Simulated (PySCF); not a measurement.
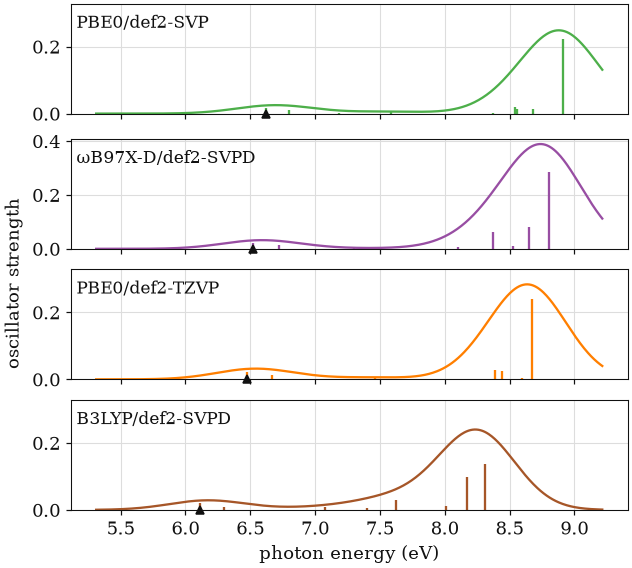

Vertical TDDFT spectra of GeH₂BrF, SMILES [F][GeH2][Br], singlet at one geometry and several levels (PySCF 2.14.0, at a PBE0-D3(BJ)/def2-SVP geometry (no frequency check)); sticks with Gaussians of 1/e half-width 0.40 eV, the triangle marks S1, which has the same leading orbital pair at all these levels. Only the lowest states were computed, so the high end is incomplete. States within 0.01 eV of each other are merged, with their strengths summed. The highest state may be half of a pair whose partner wasn't computed.

Q: How far does S1 move with the level of theory?

A: From lowest to highest: B3LYP/def2-SVPD 6.11 eV, PBE0/def2-TZVP 6.47 eV, ωB97X-D/def2-SVPD 6.52 eV, PBE0/def2-SVP 6.62 eV; a spread of 0.51 eV.

Caveats, for all or some of the runs: core orbitals are frozen in the response; def2-SVP has no diffuse functions, so states with Rydberg character are missing or too high; def2-TZVP has no diffuse functions, so states with Rydberg character are missing or too high; spin-orbit coupling is left out, and with Br it can shift these levels and split any degenerate set; states above the negative HOMO energy depend on the basis.
